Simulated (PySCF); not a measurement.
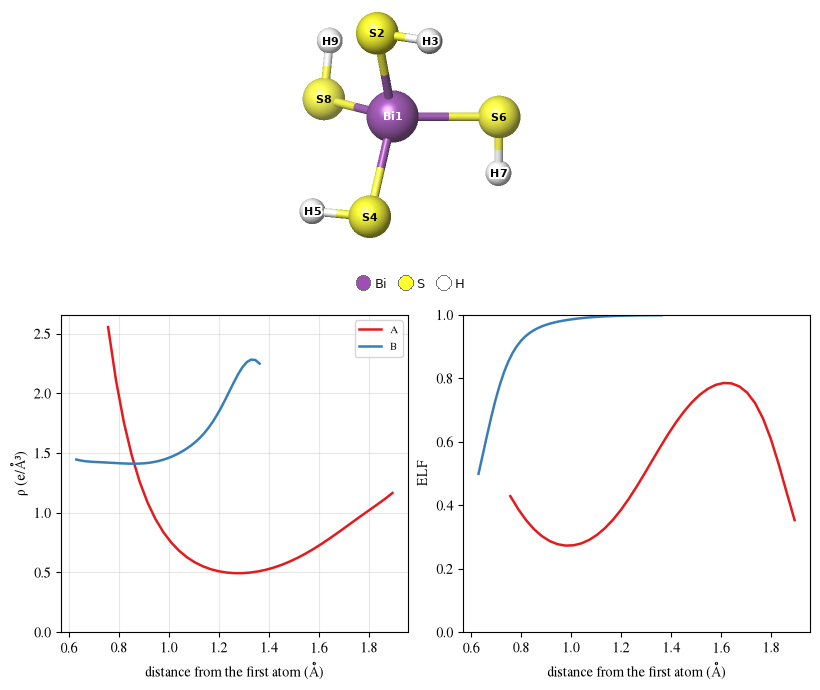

Figure. BiH4S4 (charge +1). Electron density and electron localisation function along straight lines between neighbouring atoms. The curves leave out the atomic cores. The structure is drawn too.

Core potentials replace the inner electrons of Bi.

All numbers below come from PySCF 2.14.0, RKS TPSS, Bi def2-SVP with ECP60, S def2-SVP, H def2-SVP; non-relativistic Hamiltonian with scalar-relativistic core potentials where named; density fitting.

```xyz
9

Bi    0.0000    0.0000    0.0000
S     1.4696    1.5838    1.3060
H     2.4437    0.6464    1.4783
S    -1.4696   -1.5838    1.3060
H    -2.4437   -0.6464    1.4783
S     1.5838   -1.4695   -1.3060
H     0.6466   -2.4437   -1.4782
S    -1.5838    1.4695   -1.3060
H    -0.6466    2.4437   -1.4782
```

Q: Which curve belongs to which contact (Bi–S and S–H)? The first atom named is at distance zero.

A: Curve A: Bi–S (2.52 Å): the density is about 0.49 e/Å³ at the midpoint; the ELF peaks at about 0.80 in the valence shell of S, 0.9 Å from its nucleus, and drops to about 0.25 between the two atoms. Curve B: S–H (1.36 Å): ρ is about 1.4 e/Å³ halfway; the ELF climbs to about 1 towards the hydrogen, as it does in any bond to H.
